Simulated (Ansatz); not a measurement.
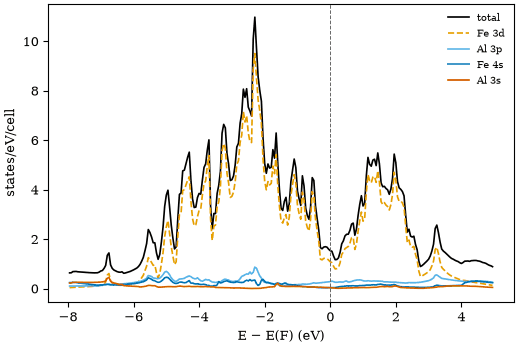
Figure: Total and projected density of states of AlFe3 (Cu3Au type, Pm-3m), DFT-r²SCAN in the program Ansatz with PAW potentials

### Question
Which orbitals carry the states next to the Fermi level?

### Answer
Within 0.5 eV of the Fermi level: Fe 3d 76 %, Al 3p 14 %, outside the projected shells 5 %. Projections are on Löwdin-orthogonalised atomic valence shells; empty p or d shells of many metals are not among them.

### Question
Where is the tallest occupied peak in this window, and what makes it?

### Answer
Near -2.3 eV, about 11 states/eV per cell; the largest projected share is Fe 3d.

The first step of the workflow began from a Materials Project structure, measured or hypothetical; the Crystallography Open Database copy checked does not list it. With Al and Fe taken as one species the cell has the higher symmetry Fm-3m, so it may be an ordered model of a mixed-site phase. Whether it is the stable phase at ambient conditions was not checked. Symmetry was held in the r²SCAN relaxation; whether a distortion lowers the energy is not shown. Magnetic state: ferromagnetic, chosen from 4 collinear starts compared on coarse meshes (ties went to the first, and starts can fall back to one state), not a proven ground state. Other orbital occupations within this spin state were not tried.

Potentials: the later of the program's two PAW sets.
